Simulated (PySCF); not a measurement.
# N³⁺: dipole response in aug-cc-pCVTZ-DK

How polarisable is N³⁺ at the levels listed below?

The numbers are computed with PySCF 2.14.0 (unrestricted determinants in a Gaussian basis, no spin-orbit coupling in the energies), except any that are marked as measured or tabulated.

## Step 1: Starting point

| Quantity | Value |
| --- | --- |
| Element | nitrogen (Z = 7) |
| Basis | aug-cc-pCVTZ-DK (7s6p4d2f, 59 functions) |
| Hamiltonian | scalar relativity by spin-free X2C-1e |
| State 1 | N³⁺: [He] 2s2, closed-shell 1S |
| Methods | UHF, PBE, PBE0, BP86, revPBE |

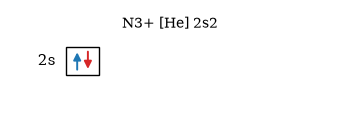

Outer shells as boxes.

The runs were made by one driver on top of PySCF. The scripts below sum up each run's settings (the driver also hands on starting orbitals that pick excited configurations, and frozen orbitals as a list rather than a count), and the logs come from the driver's own runs. The driver starts from symmetry-adapted Hartree-Fock orbitals, holds the occupation by maximum overlap and uses a logarithmic radial grid for functionals, so a plain start would take other cycles.

The integrals over 59 functions and the set-up took 0.14 s of CPU time.

## Step 2: N³⁺: the ladder of methods

#### UHF

input.py reads:

```python
from pyscf import gto, scf, dft, mp, cc
import basis_set_exchange as bse
mol = gto.M(atom="N 0 0 0", charge=3, spin=0, symmetry="D2h",
            basis=gto.basis.parse(bse.get_basis("aug-cc-pCVTZ-DK", elements=["N"], fmt="nwchem")),
            nucmod="G")
mf = scf.UHF(mol).sfx2c1e()
mf.irrep_nelec = {'Ag': (2, 2)}
mf.kernel()
```

What it wrote:

```text
damping factor = 0
level_shift factor = 0
DIIS = <class 'pyscf.scf.diis.CDIIS'>
diis_start_cycle = 1
diis_space = 10
diis_damp = 0
SCF conv_tol = 1e-09
SCF conv_tol_grad = None
number electrons alpha = 2  beta = 2
cycle= 1 E= -51.1106536091257  delta_E= -2.88e-11  |g|= 1.15e-06  |ddm|= 4.2e-05
converged SCF energy = -51.1106536091257  <S^2> = -4.4408921e-15  2S+1 = 1
```

CPU time 0.84 s on a shared host, the integrals not counted.

The occupied shells:

```
shell  electrons  mean orbital energy (eV)  spread (eV)  rms radius (bohr)
   1s          2                   -493.29            0              0.263
   2s          2                   -75.332            0               1.20
```

⟨S²⟩ = 0.000, ⟨L²⟩ = 0.00.

The driver then solved the coupled dipole response at imaginary frequencies: mean α = 2.226 bohr³, C₆ = 2.242 au for a like pair.

#### PBE

input.py, as changed from the run before:

```diff
@@ -5,3 +5,3 @@
             nucmod="G")
-mf = scf.UHF(mol).sfx2c1e()
+mf = dft.UKS(mol, xc="PBE").sfx2c1e()
 mf.irrep_nelec = {'Ag': (2, 2)}
```

What it wrote:

```text
damping factor = 0
level_shift factor = 0
DIIS = <class 'pyscf.scf.diis.CDIIS'>
diis_start_cycle = 1
diis_space = 10
diis_damp = 0
SCF conv_tol = 1e-09
SCF conv_tol_grad = None
number electrons alpha = 2  beta = 2
XC functionals = PBE
    J. P. Perdew, K. Burke, and M. Ernzerhof.,  Phys. Rev. Lett. 77, 3865 (1996)
    J. P. Perdew, K. Burke, and M. Ernzerhof.,  Phys. Rev. Lett. 78, 1396 (1997)
    J. P. Perdew, K. Burke, and M. Ernzerhof.,  Phys. Rev. Lett. 77, 3865 (1996)
    J. P. Perdew, K. Burke, and M. Ernzerhof.,  Phys. Rev. Lett. 78, 1396 (1997)
cycle= 1 E= -51.1591775406216  delta_E= -0.00228  |g|= 0.0065  |ddm|= 0.0829
cycle= 2 E= -51.1591787402473  delta_E= -1.2e-06  |g|= 0.000397  |ddm|= 0.00385
cycle= 3 E= -51.1591787443117  delta_E= -4.06e-09  |g|= 7.53e-06  |ddm|= 9.84e-05
cycle= 4 E= -51.1591787443164  delta_E= -4.73e-12  |g|= 5.78e-07  |ddm|= 4.56e-06
converged SCF energy = -51.1591787443164  <S^2> = -3.9968029e-15  2S+1 = 1
```

CPU time 0.55 s on a shared host, the integrals not counted.

The driver then solved the coupled dipole response at imaginary frequencies: mean α = 2.089 bohr³, C₆ = 2.062 au for a like pair.

#### PBE0

input.py, as changed from the run before:

```diff
@@ -5,3 +5,3 @@
             nucmod="G")
-mf = dft.UKS(mol, xc="PBE").sfx2c1e()
+mf = dft.UKS(mol, xc="PBE0").sfx2c1e()
 mf.irrep_nelec = {'Ag': (2, 2)}
```

What it wrote:

```text
damping factor = 0
level_shift factor = 0
DIIS = <class 'pyscf.scf.diis.CDIIS'>
diis_start_cycle = 1
diis_space = 10
diis_damp = 0
SCF conv_tol = 1e-09
SCF conv_tol_grad = None
number electrons alpha = 2  beta = 2
XC functionals = PBE0
    C. Adamo and V. Barone.,  J. Chem. Phys. 110, 6158 (1999)
    M. Ernzerhof and G. E. Scuseria.,  J. Chem. Phys. 110, 5029 (1999)
cycle= 1 E= -51.1712317382139  delta_E= -0.00122  |g|= 0.00441  |ddm|= 0.0636
cycle= 2 E= -51.1712320574317  delta_E= -3.19e-07  |g|= 0.000126  |ddm|= 0.00105
cycle= 3 E= -51.1712320581077  delta_E= -6.76e-10  |g|= 7.41e-06  |ddm|= 3.67e-05
converged SCF energy = -51.1712320581077  <S^2> = -2.220446e-15  2S+1 = 1
```

It used 1 s of CPU time after the integrals (shared host).

The driver then solved the coupled dipole response at imaginary frequencies: mean α = 2.118 bohr³, C₆ = 2.101 au for a like pair.

#### BP86

input.py, as changed from the run before:

```diff
@@ -5,3 +5,3 @@
             nucmod="G")
-mf = dft.UKS(mol, xc="PBE0").sfx2c1e()
+mf = dft.UKS(mol, xc="B88,P86").sfx2c1e()
 mf.irrep_nelec = {'Ag': (2, 2)}
```

What it wrote:

```text
damping factor = 0
level_shift factor = 0
DIIS = <class 'pyscf.scf.diis.CDIIS'>
diis_start_cycle = 1
diis_space = 10
diis_damp = 0
SCF conv_tol = 1e-09
SCF conv_tol_grad = None
number electrons alpha = 2  beta = 2
XC functionals = B88,P86
    A. D. Becke.,  Phys. Rev. A 38, 3098 (1988)
    J. P. Perdew.,  Phys. Rev. B 33, 8822 (1986)
cycle= 1 E= -51.2160178043221  delta_E= -0.00196  |g|= 0.00417  |ddm|= 0.11
cycle= 2 E= -51.2160181992532  delta_E= -3.95e-07  |g|= 0.000138  |ddm|= 0.00126
cycle= 3 E= -51.2160181998018  delta_E= -5.49e-10  |g|= 4.52e-06  |ddm|= 3.37e-05
converged SCF energy = -51.2160181998018  <S^2> = -3.5527137e-15  2S+1 = 1
```

It used 0.52 s of CPU time after the integrals (shared host).

The driver then solved the coupled dipole response at imaginary frequencies: mean α = 2.107 bohr³, C₆ = 2.092 au for a like pair.

#### revPBE

input.py, as changed from the run before:

```diff
@@ -5,3 +5,3 @@
             nucmod="G")
-mf = dft.UKS(mol, xc="B88,P86").sfx2c1e()
+mf = dft.UKS(mol, xc="PBE_R,PBE").sfx2c1e()
 mf.irrep_nelec = {'Ag': (2, 2)}
```

What it wrote:

```text
damping factor = 0
level_shift factor = 0
DIIS = <class 'pyscf.scf.diis.CDIIS'>
diis_start_cycle = 1
diis_space = 10
diis_damp = 0
SCF conv_tol = 1e-09
SCF conv_tol_grad = None
number electrons alpha = 2  beta = 2
XC functionals = PBE_R,PBE
    Y. Zhang and W. Yang.,  Phys. Rev. Lett. 80, 890 (1998)
    J. P. Perdew, K. Burke, and M. Ernzerhof.,  Phys. Rev. Lett. 77, 3865 (1996)
    J. P. Perdew, K. Burke, and M. Ernzerhof.,  Phys. Rev. Lett. 78, 1396 (1997)
cycle= 1 E= -51.2210005655889  delta_E= -0.00184  |g|= 0.00407  |ddm|= 0.081
cycle= 2 E= -51.2210011809972  delta_E= -6.15e-07  |g|= 0.000177  |ddm|= 0.00464
cycle= 3 E= -51.2210011823614  delta_E= -1.36e-09  |g|= 2.03e-06  |ddm|= 9.87e-05
cycle= 4 E= -51.2210011823616  delta_E= -2.13e-13  |g|= 3.67e-08  |ddm|= 3.29e-06
converged SCF energy = -51.2210011823616  <S^2> = -3.5527137e-15  2S+1 = 1
```

It used 0.56 s of CPU time after the integrals (shared host).

The driver then solved the coupled dipole response at imaginary frequencies: mean α = 2.096 bohr³, C₆ = 2.085 au for a like pair.

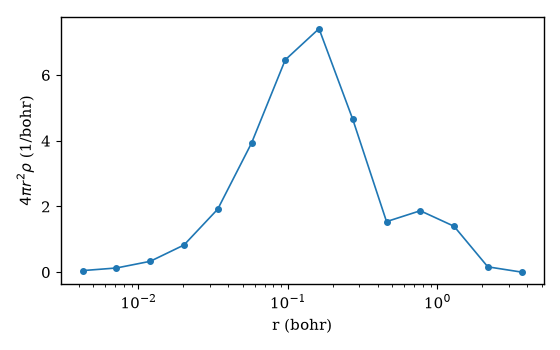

Radial density 4πr²ρ of N³⁺ at UHF, at 14 stored radii joined by straight lines.

## Step 3: Polarisabilities and C₆

N³⁺, in atomic units:

```
method  mean α  C₆ (like pair)  S(−4)
   UHF   2.226           2.242  7.007
   PBE   2.089           2.062  6.082
  PBE0   2.118           2.101  6.262
  BP86   2.107           2.092  6.166
revPBE   2.096           2.085  6.042
```

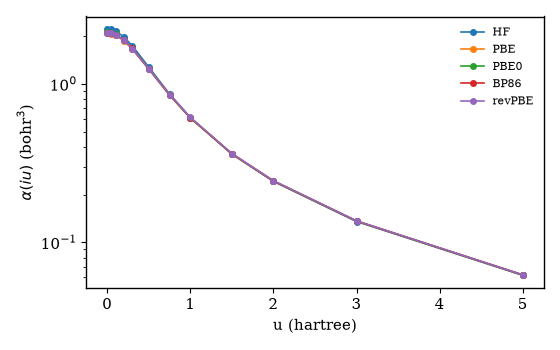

α(iu) of N³⁺, the polarisability at imaginary frequency, on a logarithmic scale.

## Step 4: Summary of results

```
quantity                             value
α of N³⁺  2.089 (PBE) to 2.226 (UHF) bohr³
```

What this shows: A single London oscillator with the computed α and C₆ of N³⁺ at UHF would have ω = 4 C₆ / (3 α²) = 0.604 hartree. All values hold for this basis alone; no basis-set limit was taken.
